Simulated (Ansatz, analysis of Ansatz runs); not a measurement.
## CrAsO4 (Pnma): does an added hole stay on Cr?

Aim: the energy barrier that a trapped hole meets when it moves from one Cr atom to another one nearby in CrAsO4 (Pnma). The model is a cell of 48 host atoms.

Program: Ansatz 0.2.0. Level of theory: plane-wave PAW DFT, PBEsol+U; relaxation of all atoms of a supercell at fixed charge in a uniform background; PAW set soft_1. Results are calculated unless marked as measured.

**1. The structure**

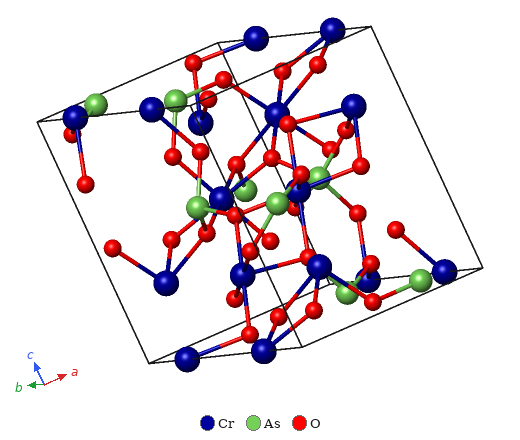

Start, viewed slightly off an axis; chromium blue, arsenic green, oxygen red. Some periodic images of atoms are drawn too.

The cell holds 48 atoms: 8 Cr, 8 As and 32 O. Its edges and angles: a = 7.880 Å, b = 10.197 Å, c = 10.987 Å, α = 43.5°, β = 62.9°, γ = 73.6°. It derives from CrAsO4 (space group Pnma). Nearest the centre at fractional (0.500, 0.250, 0.500): O26 at 1.18 Å, As16 at 2.01 Å, O37 at 2.02 Å, O48 at 2.06 Å, As13 at 2.13 Å, O27 at 2.30 Å, O45 at 2.51 Å, Cr6 at 2.55 Å.

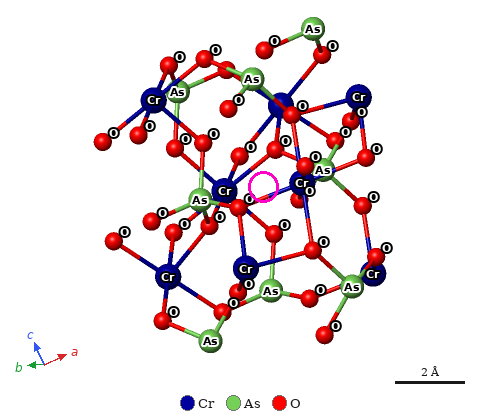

The atoms within 5 Å of the centre. A ring marks the centre wherever it is empty.

Hubbard terms: Cr d 5.0 eV. They were chosen, not fitted, to curb self-interaction in the shells named, the trial site's among them. The two sites are Cr6 and Cr8. The cell's shortest repeat is 7.9 Å. The host's moments were started antiferromagnetic in the unit cell, high spin; both sites carry the same spin direction.

**2. The cell without the carrier**

The neutral cell is relaxed first, from small random displacements, so that bond lengths and moments with the carrier can be set beside those of a relaxed cell without it.

The input, neutral.relax/input.yaml:

```yaml
crystal:
  lattice:
    - [7.0e-08, 6.27739175, 4.76251965]
    - [9.01674211, 1.0e-07, 4.76251965]
    - [9.01674217, 6.27739185, 0.0]
  atoms:
    - { symbol: Cr, position: [0.25, 0.75, 0.25], spin: 3.0 }
    - { symbol: Cr, position: [0.75, 0.25, 0.75], spin: 3.0 }
    - { symbol: Cr, position: [0.25, 0.25, 0.25], spin: 3.0 }
    - { symbol: Cr, position: [0.75, 0.75, 0.75], spin: 3.0 }
    - { symbol: Cr, position: [0.0, 0.0, 0.0], spin: -3.0 }
    - { symbol: Cr, position: [0.5, 0.5, 0.5], spin: -3.0 }
    - { symbol: Cr, position: [0.0, 0.5, 0.0], spin: -3.0 }
    - { symbol: Cr, position: [0.5, 0.0, 0.5], spin: -3.0 }
    - { symbol: As, position: [0.295737, 0.226924, 0.954263] }
    - { symbol: As, position: [0.795737, 0.726924, 0.454263] }
    - { symbol: As, position: [0.226924, 0.795737, 0.523076] }
    - { symbol: As, position: [0.726924, 0.295737, 0.023076] }
    - { symbol: As, position: [0.204263, 0.273076, 0.545737] }
    - { symbol: As, position: [0.704263, 0.773076, 0.045737] }
    - { symbol: As, position: [0.273076, 0.704263, 0.976924] }
    - { symbol: As, position: [0.773076, 0.204263, 0.476924] }
    - { symbol: O, position: [0.388461, 0.783262, 0.590069] }
    - { symbol: O, position: [0.888461, 0.283262, 0.090069] }
    - { symbol: O, position: [0.283262, 0.388461, 0.738208] }
    - { symbol: O, position: [0.783262, 0.888461, 0.238208] }
    - { symbol: O, position: [0.340069, 0.488208, 0.138461] }
    - { symbol: O, position: [0.840069, 0.988208, 0.638461] }
    - { symbol: O, position: [0.488208, 0.840069, 0.033262] }
    - { symbol: O, position: [0.988208, 0.340069, 0.533262] }
    - { symbol: O, position: [0.111539, 0.716738, 0.909931] }
    - { symbol: O, position: [0.611539, 0.216738, 0.409931] }
    - { symbol: O, position: [0.216738, 0.111539, 0.761792] }
    - { symbol: O, position: [0.716738, 0.611539, 0.261792] }
    - { symbol: O, position: [0.159931, 0.011792, 0.361539] }
    - { symbol: O, position: [0.659931, 0.511792, 0.861539] }
    - { symbol: O, position: [0.011792, 0.659931, 0.466738] }
    - { symbol: O, position: [0.511792, 0.159931, 0.966738] }
    - { symbol: O, position: [0.158212, 0.022352, 0.091788] }
    - { symbol: O, position: [0.658212, 0.522352, 0.591788] }
    - { symbol: O, position: [0.022352, 0.658212, 0.727648] }
    - { symbol: O, position: [0.522352, 0.158212, 0.227648] }
    - { symbol: O, position: [0.341788, 0.477648, 0.408212] }
    - { symbol: O, position: [0.841788, 0.977648, 0.908212] }
    - { symbol: O, position: [0.477648, 0.841788, 0.772352] }
    - { symbol: O, position: [0.977648, 0.341788, 0.272352] }
    - { symbol: O, position: [0.234311, 0.355799, 0.015689] }
    - { symbol: O, position: [0.734311, 0.855799, 0.515689] }
    - { symbol: O, position: [0.355799, 0.734311, 0.394201] }
    - { symbol: O, position: [0.855799, 0.234311, 0.894201] }
    - { symbol: O, position: [0.265689, 0.144201, 0.484311] }
    - { symbol: O, position: [0.765689, 0.644201, 0.984311] }
    - { symbol: O, position: [0.144201, 0.765689, 0.105799] }
    - { symbol: O, position: [0.644201, 0.265689, 0.605799] }
basis:
  ecutwfc: 420
  xc_grid: 2
hamiltonian:
  xc: pbesol
  hubbard:
    sites: [{ species: Cr, l: d, u_eff: 5.0 }]
    projectors: ortho-atomic
  pseudopotentials: { kind: paw, azcp: { folder: soft_1 }, xc_functional: pbe }
kpoints:
  mp_grid: { grid: [1, 1, 1] }
magnetization:
  spin_polarized: true
  initial_magnetization: 0
  spin_locking: { lock_magnetization: hard }
scf:
  occupations: { method: fermi_dirac, width: 0.01 }
  max_iter: 120
  lower_state_search: "off"
output:
  forces: true
relax:
  f_tol: 0.02
  max_steps: 70
  random_displacement: { amplitude: 0.04, seed: 859 }
checkpoint:
  write: "../neutral.relax.run"
  compress: false
  write_wavefunctions: true
  write_every: 100000
```

Launch:

```
$ ansatz run input.yaml --threads 4 --pin off --max-ram 18841MiB --backend cpu --events-out ev --progress --plain --runs-dir out
```

Numbers of over 12 decimals in the logs are rounded to 6 here.

What it wrote:

```text
[... repeated set-up lines and file paths are left out, and long positions are rounded to six places ...]
Engine: ansatz 0.2.0, aarch64-unknown-linux-gnu
Pseudopotentials: kind: paw
Pseudopotential: Cr, paw, valence charge 14, recommended cutoff 420 eV (normal), soft_1/Cr.paw.azcp
Pseudopotential: As, paw, valence charge 15, recommended cutoff 420 eV (normal), soft_1/As.paw.azcp
Pseudopotential: O, paw, valence charge 6, recommended cutoff 420 eV (normal), soft_1/O.paw.azcp
Functional definition: PBEsol
  exchange = pbesol_x
  correlation = pbesol_c
Crystal: 48 atoms, lattice volume = 539.133 Å³
Basis set: ecut = 420 eV, 10489 PW (Γ), exchange–correlation on 108×144×150 points (8 copies of the dense FFT grid, shifted against one another)
Bands: 260, of which v1, the nominal top of the filled ones, is band 212 counted from 1 (211 counted from 0)
Symmetry: 1 space group operations
k-points: 1
Non-local potential: Cr, projectors of the file, l = 0: 3, l = 1: 2, l = 2: 3, l = 3: 1
Non-local potential: As, projectors of the file, l = 0: 2, l = 1: 2, l = 2: 3, l = 3: 1
Non-local potential: O, projectors of the file, l = 0: 2, l = 1: 2, l = 2: 1
PAW form: soft (Blöchl's): semilocal exchange-correlation on the pseudo side does not see the compensation charge
PAW frozen core: Cr, regenerated for the run's functional, and the local potential with it (the file was generated under x = pbe(κ = 0.804, μ = 0.219515), c = pbe(β = 0.066725))
PAW frozen core: As, regenerated for the run's functional, and the local potential with it (the file was generated under x = pbe(κ = 0.804, μ = 0.219515), c = pbe(β = 0.066725))
[...]
[... 9 atoms left out ...]
  atom  37  O     -0.00300246     0.00011051     0.00473042
  [... 1 atom left out ...]
  atom  39  O      0.00247907     0.00090663     0.00018760
  [... 5 atoms left out ...]
  atom  45  O     -0.00416293     0.00264113    -0.00030861
  [... 2 atoms left out ...]
  atom  48  O     -0.00067177    -0.00195333     0.00045295
  max |Σ_I F_I| component: 1.11e-4 eV/Å
--- Band table (eV) ---
  k-point 0 ↑: bands = ["-64.9646", "-64.9643", "-64.9638", "-64.9629", [... 252 left out ...] "15.8297", "16.1121", "16.1124", "16.1916"]
  k-point 0 ↓: bands = ["-64.9649", "-64.9642", "-64.9641", "-64.9634", [... 252 left out ...] "15.8297", "16.1115", "16.1122", "16.1922"]
Occupation matrices written to <dir>
--- Relaxed structure (5 steps of the walk, 5 accepted, 0 SCFs on fresh bases) ---
  F+E_penalty+E_count = -83213.91711806 eV   max|allowed force component| = 6.801e-3 eV/Å
  atoms:
    - { symbol: Cr, position: [0.249632, 0.749455, 0.250829] }
    - { symbol: Cr, position: [0.749615, 0.249382, 0.750859] }
    [... 3 atoms left out ...]
    - { symbol: Cr, position: [0.499646, 0.499383, 0.500855] }
    [... 1 atom left out ...]
    - { symbol: Cr, position: [0.499952, -0.000290, 0.500546] }
    [... 4 atoms left out ...]
    - { symbol: As, position: [0.204041, 0.272387, 0.546399] }
    [... 2 atoms left out ...]
    - { symbol: As, position: [0.772903, 0.204183, 0.477498] }
    [... 9 atoms left out ...]
    - { symbol: O, position: [0.611177, 0.216597, 0.410942] }
    - { symbol: O, position: [0.216382, 0.110548, 0.762299] }
    [... 9 atoms left out ...]
    - { symbol: O, position: [0.341300, 0.476961, 0.409156] }
    [... 1 atom left out ...]
    - { symbol: O, position: [0.477471, 0.841512, 0.772971] }
    [... 5 atoms left out ...]
    - { symbol: O, position: [0.265852, 0.144195, 0.484593] }
    [... 2 atoms left out ...]
    - { symbol: O, position: [0.644217, 0.265381, 0.606263] }
[key lines of the parts left out:]
SCF converged after 8 iterations
Magnetization: 0.0000 μB (212.0000 up, 212.0000 down)
Free energy (F): -83213.917118 eV
Fermi energy:    8.757755 (↑ 8.757936, ↓ 8.757569) eV
```

Elapsed: 42 s, on 4 threads of Arm Neoverse V1, shared host; peak memory 1.2 GiB.

The largest displacement from an ideal site is 0.008 Å.

[end of part 1 of 2]

[Logs are printed without paths, hosts, clocks, repeated set-up lines and the standing remarks that a program may print on its own settings, such as how far it seeks lower states.]

[Hosts, paths, dates, database ids (printed as entryN), source tags and the programs' standing remarks are cut or masked in the printed files.]
